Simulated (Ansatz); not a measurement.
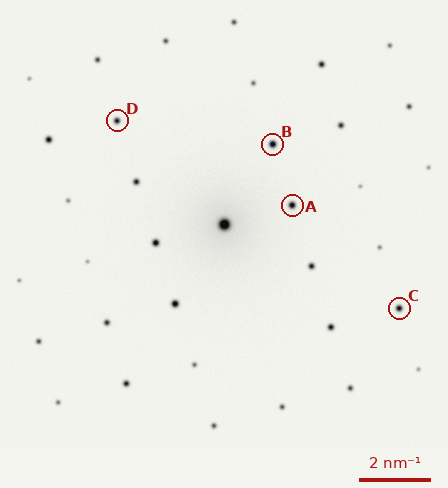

Simulated selected-area electron diffraction pattern (200 kV, kinematic approximation, thin crystal, B = 0.8 Å² for all atoms). The zone axis points towards the electron source and the pattern is seen from the source side.

The sample is SeS, space group C2 (No. 5), a = 9.369 Å, b = 5.876 Å, c = 5.514 Å, β = 94.16°. Structure: the geometry relaxed with DFT PBE, scalar-relativistic, plane waves, PAW (Ansatz); the starting structure was generated, so it need not be a known form of this composition.

Spot A is indexed -1 1 0 and spot B -1 1 1.

**Index the other marked spots.**

C = 4A − 2B = -2 2 -2 (d = 1.810 Å). D = −3A + 2B = 1 -1 2 (d = 2.368 Å).

**Which zone axis is this?**

The cross product of A and B is parallel to [110]; every spot obeys hu + kv + lw = 0.

**What are the spacings of A and B and the angle between them?**

d(A) = 4.974 Å, d(B) = 3.762 Å, and the angle is 43.1°.
